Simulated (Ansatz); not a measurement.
How methods differ on SnSiH4OF (SMILES [F][SnH][O][SiH3])

The species is SnSiH4OF (8 atoms), meant as a doublet with charge 0. As SMILES, `[F][SnH][O][SiH3]`. Geometry: optimised at B3LYP/def2-SVP. This is one conformer, not always the lowest.

```xyz
8

F    -1.6443    1.7904    1.0348
Sn   -0.4349    1.9349   -0.5005
O     0.2427    0.0688   -0.6744
Si    0.7309   -1.2035    0.2838
H    -1.4733    2.1583   -1.9168
H     1.7362   -2.0095   -0.4668
H    -0.4260   -2.0785    0.6339
H     1.3609   -0.7181    1.5501
```

Quantity: the dissociation energy of the H7–Si4 bond into doublet H and singlet SnSiH3OF (shapes relaxed at B3LYP/def2-SVP, no zero-point term), in eV. The values are calculated.

| level | kind | program | value (eV) |
| --- | --- | --- | --- |
| UHF/def2-SVP (core potential) | Hartree–Fock | Ansatz | 0.47 |
| USVWN5/def2-SVP (core potential) | LDA | Ansatz | 1.06 |
| UPBE/def2-SVP (core potential) | GGA | Ansatz | 0.88 |
| U-r2SCAN/def2-SVP (core potential) | meta-GGA | Ansatz | 0.99 |
| UB3LYP/def2-SVP (core potential) | global hybrid | Ansatz | 0.82 |
| U-wB97M-V/def2-SVP (core potential) | range-separated hybrid | Ansatz | 0.82 |
| UB2PLYP/def2-SVP (core potential) | double hybrid | Ansatz | 0.80 |
| RPA@PBE/def2-SVP (core potential) | RPA | Ansatz | 0.80 |

Spin-orbit coupling is left out. The values span 0.47 to 1.06 eV. Hartree–Fock misses the correlation of the electron pair that is broken and comes out low. A fragment with an even electron count was run as a singlet and may have a lower triplet. Measured bond enthalpies also hold zero-point and thermal terms, a few tenths of an eV less.

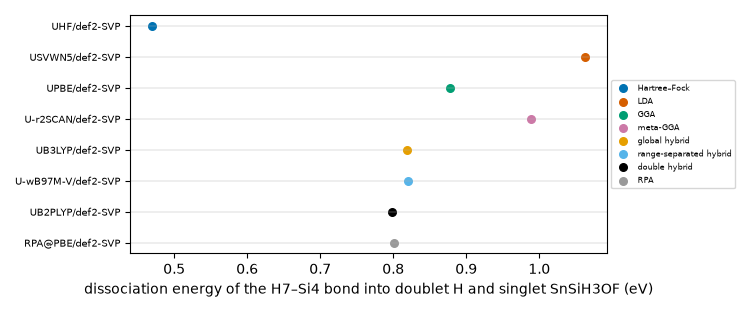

The values of the table, level by level.
